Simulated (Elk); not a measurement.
# E(M) of ScCo

Aim: the energy of ScCo as a function of its total spin moment.

Main program and level: Elk 11.2.3 (patched build); PBEsol; all-electron APW+lo, Dirac cores, scalar-relativistic bands.

## 1. The structure

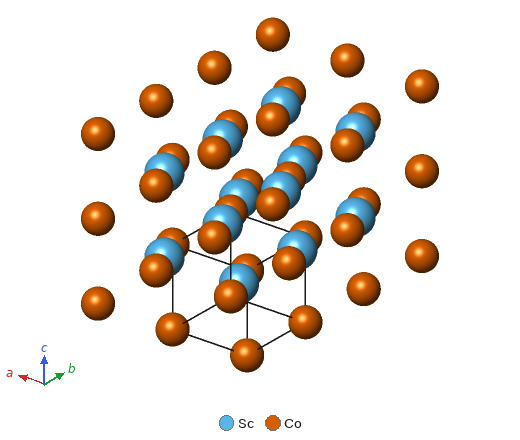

The cell as given, from a free direction (scandium blue, cobalt orange). 2×3×2 cells are drawn. Some periodic images of atoms are drawn too.

The settings of this session are not all sound (see the inputs), so it shows what such settings give, not the properties of the crystal.

## 2. Unconstrained state

The free run shows where the moment settles by itself and gives the state from which the held runs start.

The last three numbers of an atom's line are a seed field in its sphere. It points against the wanted moment and shrinks by the factor reducebf each loop.

File elk.in:

```
tasks
  0

xctype
  22

rgkmax
  5.0

nempty
  12

swidth
  0.002

reducebf
  0.5

epsengy
  1e-05

maxscl
  120

lmaxi
  2

gmaxvr
  10.0

spinpol
  .true.

sppath
  './'

avec
  5.94318866195 0.00000000000 0.00000000000
  0.00000000000 5.94318866195 0.00000000000
  0.00000000000 0.00000000000 5.94318866195

atoms
  2
  'Sc.in'
  1
  0.5000000000 0.5000000000 0.5000000000   0.000000 0.000000 0.000000
  'Co.in'
  1
  0.0000000000 0.0000000000 0.0000000000   0.000000 0.000000 -0.150000

ngridk
  8 8 8
```

Launch:

```
$ OMP_NUM_THREADS=2 elk
```

Numbers of over 12 decimals in the logs are rounded to 6 here.

Log:

```text
Warning(gndstate): core states of species 2 leak from the muffin-tin :   0.4921742013E-03

--- INFO.OUT ---
┌─────────────────────────┐
│ Elk code version 11.2.3 │
└─────────────────────────┘

All units are atomic (Hartree, Bohr, etc.)

┌─────────────────────────────────────────────────┐
│ Ground-state run starting from atomic densities │
└─────────────────────────────────────────────────┘

Lattice vectors :
   5.943188662       0.000000000       0.000000000
   0.000000000       5.943188662       0.000000000
   0.000000000       0.000000000       5.943188662

Reciprocal lattice vectors :
   1.057207783       0.000000000       0.000000000
   0.000000000       1.057207783       0.000000000
   0.000000000       0.000000000       1.057207783

Unit cell volume      :    209.9222876
Brillouin zone volume :    1.181628765

Muffin-tin inner radius fraction :   0.1000000000E-01

Nuclei treated as point charges

Species : 1 (Sc)
 parameters loaded from : Sc.in
 name : scandium
 nuclear charge    :   -21.00000000
 electronic charge :    21.00000000
 atomic mass :    81949.61073
 muffin-tin radius :    2.400000000
 number of radial points in muffin-tin :    993
 inner part over the whole radius :   0.9898716403E-02
 number on inner part of muffin-tin    :    698
 approximate nuclear radius :   0.6711386133E-04
 number of mesh points to nuclear radius :    323
 atomic positions (lattice), magnetic fields (Cartesian) :
  1 :   0.00000000  0.00000000  0.00000000    0.00000000  0.00000000  0.00000000

Species : 2 (Co)
 parameters loaded from : Co.in
 name : cobalt
 nuclear charge    :   -27.00000000
 electronic charge :    27.00000000
 atomic mass :    107428.6517
 muffin-tin radius :    2.400000000
 number of radial points in muffin-tin :    993
 inner part over the whole radius :   0.9997676968E-02
 number on inner part of muffin-tin    :    701
 approximate nuclear radius :   0.7243775530E-04
 number of mesh points to nuclear radius :    333
 atomic positions (lattice), magnetic fields (Cartesian) :
  1 :   0.50000000  0.50000000  0.50000000    0.00000000  0.00000000 -0.15000000

Total number of atoms per unit cell :    2
Total muffin-tin volume :    115.8116716
 ratio of muffin-tin to unit cell volume :   0.5516883075

Spin treatment :
 spin-polarised
 global magnetic field (Cartesian) :    0.000000000       0.000000000       0.000000000
 collinear magnetisation in z-direction

Number of Bravais lattice symmetries :   48
Number of crystal symmetries         :   48
Crystal has inversion symmetry
Real symmetric eigensolver will be used

k-point grid :      8     8     8
k-point offset :    0.000000000       0.000000000       0.000000000
k-point set is reduced with full crystal symmetry group
Total number of k-points :       35

Muffin-tin radius times maximum |G+k| :    5.000000000
 using average radius
Maximum |G+k| for APW functions       :    2.083333333
Maximum (1/2)|G+k|²                   :    2.170138889
Maximum |G| for potential and density :    10.00000000
Constant for pseudocharge density :    6
 order of it for each species :   13  13
 order of it for pair densities of each species (exact exchange by exxq0 0: 13) :    4   4
Radial integration step length :    1

G-vector grid sizes :     20    20    20
Number of G-vectors :     3575

Maximum angular momentum used for
 APW functions            :    8
 outer part of muffin-tin :    6
 inner part of muffin-tin :    2

Total nuclear charge    :   -48.00000000
Total core charge       :    22.00000000
Total valence charge    :    26.00000000
Total excess charge     :    0.000000000
Total electronic charge :    48.00000000

Effective Wigner radius, rₛ :    1.014478626

Number of empty states         :     24
Total number of valence states :     76
Total number of core states    :     22

Third-order local-orbitals added for an l without core states : T
Total number of local-orbitals :     40

Exchange-correlation functional :     22     0     0
 PBEsol, Phys. Rev. Lett. 100, 136406 (2008)
 gradient requirement :    1
 generalised gradient approximation (GGA)

Smearing type :    3
 Fermi-Dirac
Smearing width :   0.2000000000E-02
Effective electronic temperature (K) :    631.5500496

Mixing type :    3
 Broyden mixing, J. Phys. A: Math. Gen. 17, L317 (1984)

Kohn-Sham potential initialised from atomic data

┌──────────────────────────────┐
│ Self-consistent loop started │
└──────────────────────────────┘

┌─────────────────┐
│ Loop number : 1 │
└─────────────────┘

Energies :
 Fermi                       :     0.176764
 sum of occupied eigenvalues :     -1251.7391863233
 electron kinetic            :      2185.3987774484
 core electron kinetic       :      1991.2673254659
 Coulomb                     :     -4243.9805429922
 Coulomb potential           :     -3301.3012078584
 nuclear-nuclear             :     -355.78824312919
 electron-nuclear            :     -4488.4859612389
 Hartree                     :      600.29366137583
 Madelung                    :     -2593.3299390630
 xc potential                :     -135.76567348725
 xc effective B-field        :    -0.35480809152542E-01
 external B-field            :      0.000000
 exchange                    :     -94.514895538465
 correlation                 :     -2.472780
 electron entropic           :    -0.90964562239377E-03
 total energy                :     -2155.5703511511
 (external B-field energy excluded from total)

Density of states at Fermi energy :    71.06682267
 (states/Hartree/unit cell)

Estimated indirect band gap :   0.3968947658E-03
 from k-point 31 to k-point 3
Estimated direct band gap   :   0.4335937338E-02
 at k-point 8

Charges :
 core                        :    22.00000000
 valence                     :    26.00000000
 interstitial                :    2.534411335
 muffin-tins (core leakage)
  species : 1 (Sc)
   atom 1                    :    18.83846090     ( -0.2161420429E-06)
  species : 2 (Co)
   atom 1                    :    26.62712776     (  0.4942185104E-03)
 total in muffin-tins        :    45.46558867
 total calculated charge     :    47.99971723
 total charge                :    48.00000000
 error                       :   0.2827719141E-03

Moments :
 interstitial                :  -0.2488528582
 muffin-tins
  species : 1 (Sc)
   atom 1                    :  -0.1985012971
  species : 2 (Co)
   atom 1                    :    1.158058783
 total in muffin-tins        :   0.9595574857
 total moment                :   0.7107046274

┌─────────────────┐
│ Loop number : 2 │
└─────────────────┘

Energies :
 Fermi                       :     0.178744
 sum of occupied eigenvalues :     -1251.6593529474
 electron kinetic            :      2186.3442893803
 core electron kinetic       :      1992.1357975710
 Coulomb                     :     -4243.5229020806
 Coulomb potential           :     -3301.9066999255
 nuclear-nuclear             :     -355.78824312919
 electron-nuclear            :     -4486.9616098172
 Hartree                     :      599.22695086571
 Madelung                    :     -2592.5695521179
 xc potential                :     -136.02368213998
 xc effective B-field        :    -0.37501586764962E-01
 external B-field            :      0.000000
 exchange                    :     -94.458461958507
 correlation                 :     -2.472151
 electron entropic           :    -0.93002968748321E-03
 total energy                :     -2154.1101552247
 (external B-field energy excluded from total)

Density of states at Fermi energy :    71.98148827
 (states/Hartree/unit cell)

Estimated indirect band gap :   0.7324911047E-03
 from k-point 17 to k-point 18
Estimated direct band gap   :   0.3827621567E-02
 at k-point 18

Charges :
 core                        :    22.00000000
 valence                     :    26.00000000
 interstitial                :    2.565197595
 muffin-tins (core leakage)
  species : 1 (Sc)
   atom 1                    :    18.86538730     ( -0.2161471215E-06)
  species : 2 (Co)
   atom 1                    :    26.56941510     (  0.4958241942E-03)
 total in muffin-tins        :    45.43480241
 total calculated charge     :    47.99971634
 total charge                :    48.00000000
 error                       :   0.2836639530E-03

Moments :
 interstitial                :  -0.2472185878
 muffin-tins
  species : 1 (Sc)
   atom 1                    :  -0.2029319296
  species : 2 (Co)
   atom 1                    :    1.203524325
 total in muffin-tins        :    1.000592395
 total moment                :   0.7533738075

RMS change in Kohn-Sham potential (target) :    4.024397576     (  0.1000000000E-05)
Absolute change in total energy (target)   :    1.460195926     (  0.1000000000E-04)

[... loops 3 to 23 left out ...]

┌──────────────────┐
│ Loop number : 24 │
└──────────────────┘

Energies :
 Fermi                       :     0.239001
 sum of occupied eigenvalues :     -1249.3246588766
 electron kinetic            :      2182.7088593786
 core electron kinetic       :      1991.3353558683
 Coulomb                     :     -4241.5525650792
 Coulomb potential           :     -3305.5219195871
 nuclear-nuclear             :     -355.78824312919
 electron-nuclear            :     -4479.4666764175
 Hartree                     :      593.70235446747
 Madelung                    :     -2588.7916052857
 xc potential                :     -126.50671465647
 xc effective B-field        :    -0.48833909743516E-02
 external B-field            :      0.000000
 exchange                    :     -94.173969272096
 correlation                 :     -2.471002
 electron entropic           :    -0.43439402897946E-03
 total energy                :     -2155.4891117539
 (external B-field energy excluded from total)

Density of states at Fermi energy :    35.06241789
 (states/Hartree/unit cell)

Estimated indirect band gap :   0.9164191411E-03
 from k-point 22 to k-point 24
Estimated direct band gap   :   0.2218963099E-02
 at k-point 31

Charges :
 core                        :    22.00000000
 valence                     :    26.00000000
 interstitial                :    2.698746387
 muffin-tins (core leakage)
  species : 1 (Sc)
   atom 1                    :    19.18050457     ( -0.2162503794E-06)
  species : 2 (Co)
   atom 1                    :    26.12074904     (  0.4921741486E-03)
 total in muffin-tins        :    45.30125361
 total calculated charge     :    47.99970608
 total charge                :    48.00000000
 error                       :   0.2939191014E-03

Moments :
 interstitial                :  -0.8890073706E-01
 muffin-tins
  species : 1 (Sc)
   atom 1                    :  -0.8532847283E-01
  species : 2 (Co)
   atom 1                    :   0.3876416738
 total in muffin-tins        :   0.3023132009
 total moment                :   0.2134124639

RMS change in Kohn-Sham potential (target) :   0.1996513147E-06 (  0.1000000000E-05)
Absolute change in total energy (target)   :   0.2891531949E-05 (  0.1000000000E-04)

Convergence targets achieved

┌──────────────────┐
│ Loop number : 25 │
└──────────────────┘

Energies :
 Fermi                       :     0.239000
 sum of occupied eigenvalues :     -1249.3246554773
 electron kinetic            :      2182.7088664418
 core electron kinetic       :      1991.3353587308
 Coulomb                     :     -4241.5525681485
 Coulomb potential           :     -3305.5219184391
 nuclear-nuclear             :     -355.78824312919
 electron-nuclear            :     -4479.4666835929
 Hartree                     :      593.70235857363
 Madelung                    :     -2588.7916089290
 xc potential                :     -126.50671839554
 xc effective B-field        :    -0.48849298660421E-02
 external B-field            :      0.000000
 exchange                    :     -94.173970369033
 correlation                 :     -2.471002
 electron entropic           :    -0.43437975681334E-03
 total energy                :     -2155.4891087492
 (external B-field energy excluded from total)

Density of states at Fermi energy :    35.06117116
 (states/Hartree/unit cell)

Estimated indirect band gap :   0.9165698660E-03
 from k-point 22 to k-point 24
Estimated direct band gap   :   0.2219498616E-02
 at k-point 31

Charges :
 core                        :    22.00000000
 valence                     :    26.00000000
 interstitial                :    2.698745856
 muffin-tins (core leakage)
  species : 1 (Sc)
   atom 1                    :    19.18050490     ( -0.2162502071E-06)
  species : 2 (Co)
   atom 1                    :    26.12074925     (  0.4921742013E-03)
 total in muffin-tins        :    45.30125414
 total calculated charge     :    47.99970608
 total charge                :    48.00000000
 error                       :   0.2939160820E-03

Moments :
 interstitial                :  -0.8892078124E-01
 muffin-tins
  species : 1 (Sc)
   atom 1                    :  -0.8534781500E-01
  species : 2 (Co)
   atom 1                    :   0.3877007208
 total in muffin-tins        :   0.3023529058
 total moment                :   0.2134321246

┌──────────────────────────────┐
│ Self-consistent loop stopped │
└──────────────────────────────┘

Warning : core states of species 2 leak from the muffin-tin :   0.4921742013E-03

Wrote STATE.OUT
```

It took 61 s on 2 threads of Arm Neoverse V1, shared host; peak memory 0.09 GiB.

Spin moment in the muffin-tin sphere by atom:

```csv
atom,spin moment in the muffin-tin sphere (μB)
Sc1,-0.085
Co2,0.388
```

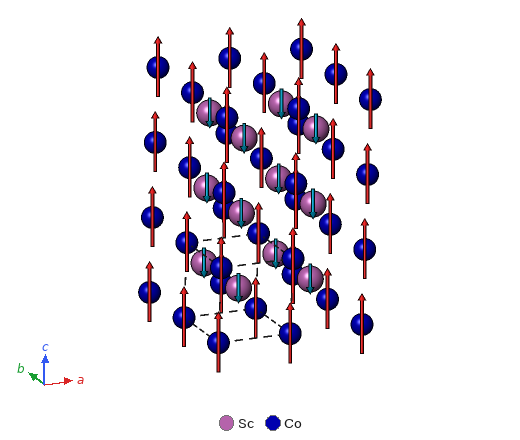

Spin moment in the muffin-tin sphere as arrows, the longest 0.388 μB. Up and down stand for the sign. Arrows give size and sign along the axis of quantisation, drawn up and down the page. Each arrow also spans its atom, so small moments look longer than they are. The two directions have two colours. 2×2×3 cells are drawn. Some periodic images of atoms are drawn too.

Numbers from this step:

```
density of states at the Fermi level : 1.288 states/eV/cell
moment between the spheres           : -0.08892 μB
magnetization                        : 0.2134 μB
final state                          : ferromagnetic
```

After 25 cycles the largest moment stands at 0.388 μB.

## 3. Moment fixed at 0.203 μB

Holding the total moment away from its free value maps the energy around and beyond the minimum.

A uniform field is adjusted until the total moment meets the target; the run goes on from the state before.

elk.in, as its differences from that of step 2:

```diff
@@ -1,3 +1,3 @@
 tasks
-  0
+  1
 
@@ -33,2 +33,11 @@
 
+fsmtype
+  1
+
+momfix
+  0.000000 0.000000 0.203000
+
+taufsm
+  0.005
+
 sppath
@@ -48,3 +57,3 @@
   1
-  0.0000000000 0.0000000000 0.0000000000   0.000000 0.000000 -0.150000
+  0.0000000000 0.0000000000 0.0000000000   0.000000 0.000000 -0.000150
```

Launch:

```
$ OMP_NUM_THREADS=2 elk
```

Log:

```text
Warning(gndstate): core states of species 2 leak from the muffin-tin :   0.4921553634E-03

--- INFO.OUT ---
┌─────────────────────────┐
│ Elk code version 11.2.3 │
└─────────────────────────┘

All units are atomic (Hartree, Bohr, etc.)

┌──────────────────────────────────────────┐
│ Ground-state run resuming from STATE.OUT │
└──────────────────────────────────────────┘

Lattice vectors :
   5.943188662       0.000000000       0.000000000
   0.000000000       5.943188662       0.000000000
   0.000000000       0.000000000       5.943188662

Species : 1 (Sc)
 muffin-tin radius :    2.400000000
 atomic positions (lattice), magnetic fields (Cartesian) :
  1 :   0.00000000  0.00000000  0.00000000    0.00000000  0.00000000  0.00000000

Species : 2 (Co)
 muffin-tin radius :    2.400000000
 atomic positions (lattice), magnetic fields (Cartesian) :
  1 :   0.50000000  0.50000000  0.50000000    0.00000000  0.00000000  0.00000000

Total number of atoms per unit cell :    2
Total muffin-tin volume :    115.8116716
 ratio of muffin-tin to unit cell volume :   0.5516883075

Spin treatment :
 spin-polarised
 global magnetic field (Cartesian) :    0.000000000       0.000000000       0.000000000
 collinear magnetisation in z-direction
 fixed spin moment (FSM) calculation, type :    1
  fixing total moment to (Cartesian) :
     0.000000000       0.000000000      0.2030000000

Number of Bravais lattice symmetries :   48
Number of crystal symmetries         :   48
Crystal has inversion symmetry
Real symmetric eigensolver will be used

k-point grid :      8     8     8
k-point offset :    0.000000000       0.000000000       0.000000000
k-point set is reduced with full crystal symmetry group
Total number of k-points :       35

Muffin-tin radius times maximum |G+k| :    5.000000000
 using average radius
Maximum |G+k| for APW functions       :    2.083333333
Maximum (1/2)|G+k|²                   :    2.170138889
Maximum |G| for potential and density :    10.00000000
Constant for pseudocharge density :    6
 order of it for each species :   13  13
 order of it for pair densities of each species (exact exchange by exxq0 0: 13) :    4   4
Radial integration step length :    1

G-vector grid sizes :     20    20    20
Number of G-vectors :     3575

Maximum angular momentum used for
 APW functions            :    8
 outer part of muffin-tin :    6

Number of empty states         :     24
Total number of valence states :     76
Total number of core states    :     22

Third-order local-orbitals added for an l without core states : T
Total number of local-orbitals :     40

Exchange-correlation functional :     22     0     0
 PBEsol, Phys. Rev. Lett. 100, 136406 (2008)
 gradient requirement :    1
 generalised gradient approximation (GGA)

Smearing type :    3
 Fermi-Dirac
Smearing width :   0.2000000000E-02
Effective electronic temperature (K) :    631.5500496

Mixing type :    1
 Adaptive linear mixing

Potential read in from STATE.OUT

┌──────────────────────────────┐
│ Self-consistent loop started │
└──────────────────────────────┘

[... earlier loops left out ...]

┌──────────────────┐
│ Loop number : 39 │
└──────────────────┘

Energies :
 Fermi                       :     0.239399
 sum of occupied eigenvalues :     -1249.3255188573
 electron kinetic            :      2182.7080951178
 core electron kinetic       :      1991.3353873317
 Coulomb                     :     -4241.5520210846
 Coulomb potential           :     -3305.5223429297
 nuclear-nuclear             :     -355.78824312919
 electron-nuclear            :     -4479.4651478654
 Hartree                     :      593.70136990998
 Madelung                    :     -2588.7908496198
 xc potential                :     -126.50681319667
 xc effective B-field        :    -0.45207792336413E-02
 external B-field            :      0.000000
 exchange                    :     -94.173723252094
 correlation                 :     -2.471022
 electron entropic           :    -0.43865511418253E-03
 total energy                :     -2155.4891097908
 (external B-field energy excluded from total)

Density of states at Fermi energy :    35.29686294
 (states/Hartree/unit cell)

Estimated indirect band gap :   0.7430115677E-03
 from k-point 22 to k-point 31
Estimated direct band gap   :   0.2795797227E-02
 at k-point 31

Charges :
 core                        :    22.00000000
 valence                     :    26.00000000
 interstitial                :    2.698924120
 muffin-tins (core leakage)
  species : 1 (Sc)
   atom 1                    :    19.18042335     ( -0.2162504735E-06)
  species : 2 (Co)
   atom 1                    :    26.12065253     (  0.4921553634E-03)
 total in muffin-tins        :    45.30107588
 total calculated charge     :    47.99970496
 total charge                :    48.00000000
 error                       :   0.2950352200E-03

Moments :
 interstitial                :  -0.8653522124E-01
 muffin-tins
  species : 1 (Sc)
   atom 1                    :  -0.8267076386E-01
  species : 2 (Co)
   atom 1                    :   0.3721446890
 total in muffin-tins        :   0.2894739251
 total moment                :   0.2029387039

FSM global effective field   :   0.3097627621E-03

┌──────────────────────────────┐
│ Self-consistent loop stopped │
└──────────────────────────────┘

Warning : core states of species 2 leak from the muffin-tin :   0.4921553634E-03

Wrote STATE.OUT
```

Wall time 95 s (2 threads); peak memory 0.08 GiB; 3.1 min of CPU time.

Numbers from this step:

```yaml
magnetization: 0.2029 μB
```

Its energy is that of the free run within the threshold.

(Part 1 of 2 ends here.)

[Logs and program files are shortened in this print: banners, set-up blocks, solver, clock and traceback lines can be left out without a mark of their own.]

[Logs are printed without paths, hosts, clocks, repeated set-up lines and the standing remarks that a program may print on its own settings, such as how far it seeks lower states.]

[Hosts, paths, dates, database ids (printed as entryN), source tags and the programs' standing remarks are cut or masked in the printed files.]

[Where a cell is said to come from a database of computed structures, the database is the Materials Project.]
